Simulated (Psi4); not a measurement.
# DSD-PBEP86/def2-SVPD (density fitting for correlation) run of BNH2Cl2 (SMILES NB(Cl)Cl)

What is the vertical ionisation energy of BNH2Cl2 at DSD-PBEP86/def2-SVPD (density fitting for correlation)? 

Program for the calculation: Psi4 1.11.

## Step 1: The structure to begin with

BNH2Cl2 has 6 atoms, charge 0, and is taken as a singlet. SMILES: `NB(Cl)Cl`. The coordinates come from a PBE0-D4/def2-TZVP relaxation.

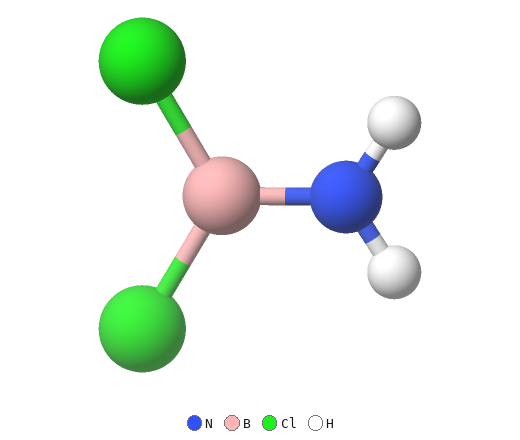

Viewed from a chosen angle; nitrogen blue, boron pink, chlorine green, hydrogen white.

## Step 2: A single-point energy at DSD-PBEP86/def2-SVPD (density fitting for correlation)

File bcl2h2n.py:

```python
import psi4

psi4.set_memory('1600 MB')
psi4.set_num_threads(1)
psi4.set_output_file('run.log', False)

molecule = psi4.geometry("""
0 1
N      0.479500     0.537500     0.353200
B     -0.329000    -0.400500    -0.264400
Cl    -2.038200    -0.065500    -0.525000
Cl     0.342900    -1.939100    -0.796300
H      1.458300     0.378700     0.517300
H      0.128700     1.425000     0.668800
symmetry c1
""")

options = {'basis': 'def2-SVPD', 'puream': True, 'e_convergence': 1e-09, 'd_convergence': 1e-08, 'scf_type': 'pk', 'dft_radial_points': 99, 'dft_spherical_points': 590, 'num_frozen_docc': 12}
psi4.set_options(options)

energy_value = psi4.energy("dsd-pbep86")
print(f'dsd-pbep86 energy: {energy_value:.10f} Eh')
```

Run with:

```
python bcl2h2n.py
```

run.log (excerpt; [...] marks lines left out):

```text
[...]
  Running in c1 symmetry.
[...]
  Nuclear repulsion =  182.134356758562745
[...]
  Multiplicity = 1
[...]
  Nalpha       = 24
  Nbeta        = 24
[...]
    Number of basis functions: 110
[...]
   @RKS iter   1:  -999.78265358581007   -2.27293e-01   4.33832e-03 ADIIS/DIIS
[...]
   @RKS iter  11:  -999.88575010485022   -9.20863e-12   5.28570e-09 DIIS
[...]
    Orbital Energies [Eh]
    ---------------------
    Doubly Occupied:
       1A   -103.655253     2A   -103.655216     3A    -15.156760
       4A    -10.189618     5A    -10.189601     6A     -7.761458
       7A     -7.761442     8A     -7.757892     9A     -7.757883
      10A     -7.757315    11A     -7.757304    12A     -7.412102
      13A     -1.101176    14A     -1.029652    15A     -1.007210
      16A     -0.677465    17A     -0.663843    18A     -0.571700
      19A     -0.508667    20A     -0.492143    21A     -0.438375
      22A     -0.422802    23A     -0.408276    24A     -0.400231
[...]
  @RKS Final Energy:  -999.88575010485022
   => Energetics <=
    Nuclear Repulsion Energy =            182.1343567585627454
    One-Electron Energy =               -1741.2315267479914382
    Two-Electron Energy =                 578.5713222416607096
    DFT Exchange-Correlation Energy =     -19.3599023570822482
    Empirical Dispersion Energy =           0.0000000000000000
    VV10 Nonlocal Energy =                  0.0000000000000000
    Total Energy =                       -999.8857501048502172
[...]
 Multipole Moments:
 ------------------------------------------------------------------------------------
     Multipole            Electronic (a.u.)      Nuclear  (a.u.)        Total (a.u.)
 ------------------------------------------------------------------------------------
 L = 1.  Multiply by 2.5417464519 to convert [e a0] to [Debye]
 Dipole X            :         -2.1834514            2.8383354            0.6548840
 Dipole Y            :         -2.5331490            3.2931553            0.7600063
 Dipole Z            :         -1.6678760            2.1682126            0.5003366
 Magnitude           :                                                    1.1210795
[...]
```

The script printed:

```text
dsd-pbep86 energy: -1000.1780257229 Eh
```

Run time: 10 s. Hardware: 1 thread of AMD EPYC 9R45 (Zen 5), shared host; peak memory 0.52 GiB.

## Step 3: The doublet cation, same level

File bcl2h2n.in:

```
memory 1600 MB

molecule {
  1 2
  N      0.479500     0.537500     0.353200
  B     -0.329000    -0.400500    -0.264400
  Cl    -2.038200    -0.065500    -0.525000
  Cl     0.342900    -1.939100    -0.796300
  H      1.458300     0.378700     0.517300
  H      0.128700     1.425000     0.668800
  units angstrom
  symmetry c1
  no_reorient
  no_com
}

set {
  reference uks
  puream true
  e_convergence 1e-09
  d_convergence 1e-08
  scf_type pk
  dft_radial_points 99
  dft_spherical_points 590
  num_frozen_docc 12
  maxiter 200
}

energy_value, wavefunction = energy("dsd-pbep86/def2-SVPD", return_wfn=True)
```

Run with:

```
psi4 -n 1 bcl2h2n.in bcl2h2n.out
```

bcl2h2n.out (excerpt; [...] marks lines left out):

```text
[...]
  Running in c1 symmetry.
[...]
  Nuclear repulsion =  182.134356758562689
[...]
  Multiplicity = 2
[...]
  Nalpha       = 24
  Nbeta        = 23
[...]
    Number of basis functions: 110
[...]
   @UKS iter   1:  -999.35968281794578    1.95678e-01   4.29430e-03 DIIS/ADIIS
[...]
   @UKS iter  19:  -999.46835687292707    1.21076e-10   7.41404e-09 DIIS
[...]
   @S^2 Observed:                7.693178869E-01
[...]
    Orbital Energies [Eh]
    ---------------------
    Alpha Occupied:
       1A   -103.959399     2A   -103.959231     3A    -15.357661
       4A    -10.490099     5A    -10.489935     6A     -8.069685
       7A     -8.069509     8A     -8.058072     9A     -8.057912
      10A     -8.054794    11A     -8.054636    12A     -7.643728
      13A     -1.343513    14A     -1.299390    15A     -1.274393
      16A     -0.899626    17A     -0.868060    18A     -0.832779
      19A     -0.765190    20A     -0.740946    21A     -0.723772
      22A     -0.717200    23A     -0.692092    24A     -0.610669
    Alpha Virtual:
      25A     -0.134626    26A     -0.115084    27A     -0.075223
[...]
  @UKS Final Energy:  -999.46835687292707
   => Energetics <=
    Nuclear Repulsion Energy =            182.1343567585626886
    One-Electron Energy =               -1728.5596767579154402
    Two-Electron Energy =                 566.2087042265922037
    DFT Exchange-Correlation Energy =     -19.2517411001665728
    Empirical Dispersion Energy =           0.0000000000000000
    VV10 Nonlocal Energy =                  0.0000000000000000
    Total Energy =                       -999.4683568729270746
[...]
 Multipole Moments:
 ------------------------------------------------------------------------------------
     Multipole            Electronic (a.u.)      Nuclear  (a.u.)        Total (a.u.)
 ------------------------------------------------------------------------------------
 L = 1.  Multiply by 2.5417464519 to convert [e a0] to [Debye]
 Dipole X            :         47.6524001          -48.2288343           -0.5764341
 Dipole Y            :         56.9618366          -57.6640479           -0.7022113
 Dipole Z            :         37.5676992          -38.0318721           -0.4641729
 Magnitude           :                                                    1.0202125
[...]
```

Wall time 24 s (1 thread of AMD EPYC 9R45 (Zen 5), shared host); peak memory 0.53 GiB.

## Step 4: Results

Level: DSD-PBEP86/def2-SVPD (density fitting for correlation), 12 core orbitals frozen.

| quantity | value |
| --- | --- |
| singlet BNH2Cl2: total energy | -1000.17803 Eh |
| singlet BNH2Cl2: HOMO energy (SCF part's orbitals) | -10.89 eV |
| singlet BNH2Cl2: LUMO energy (SCF part's orbitals) | 1.03 eV |
| singlet BNH2Cl2: HOMO–LUMO gap (SCF part's orbitals) | 11.92 eV |
| doublet cation: total energy | -999.75624 Eh |
| doublet cation: HOMO energy (SCF part's orbitals) (highest over α and β) | -16.56 eV |
| doublet cation: LUMO energy (SCF part's orbitals) (lowest over α and β) | -11.62 eV |
| doublet cation: ⟨S²⟩ | 0.769 |
| vertical ionisation energy (to the doublet cation) | 11.477 eV |

What this shows: The vertical ionisation energy comes to 11.48 eV (265 kcal/mol). −ε(HOMO) before ionisation, 10.89 eV, is 0.59 eV below this ionisation energy.
